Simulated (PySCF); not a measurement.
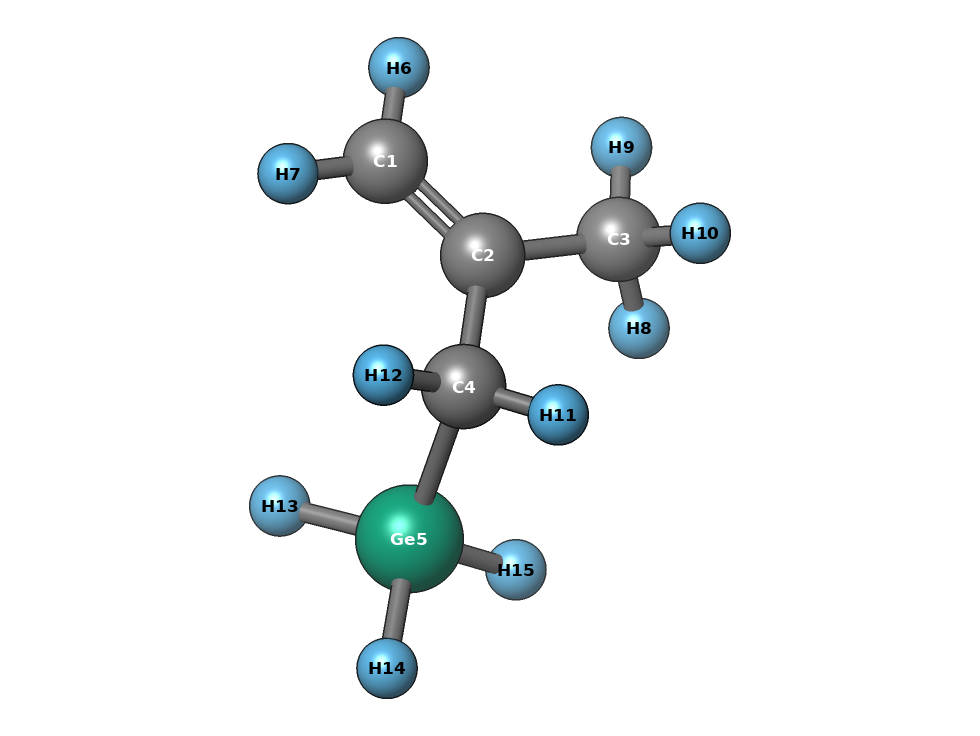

Computed geometry: GFN2-xTB optimisation. No frequency run is at hand to confirm it as a minimum. Electric field gradients from the ground-state density, B3LYP/pcJ-1 (pcSseg-1 on Ge) (PySCF 2.14.0), non-relativistic apart from any core potentials.

Give the largest field-gradient component, the quadrupole coupling constant and the asymmetry for 73Ge at Ge5 (Q = −196 mb), 2H at H6 (Q = 2.86 mb), 2H at H7 (Q = 2.86 mb).

| atom | V_zz (a.u.) | e²qQ/h (MHz) | η |
| --- | --- | --- | --- |
| Ge5 | 0.304 | −14.00 | 0.29 |
| H6 | 0.328 | 0.220 | 0.08 |
| H7 | 0.327 | 0.220 | 0.08 |

The geometry is semi-empirical. Around Ge such bond lengths and angles can be off by a tenth of an ångström or more and by several degrees, and values that hang on the shape move with them.
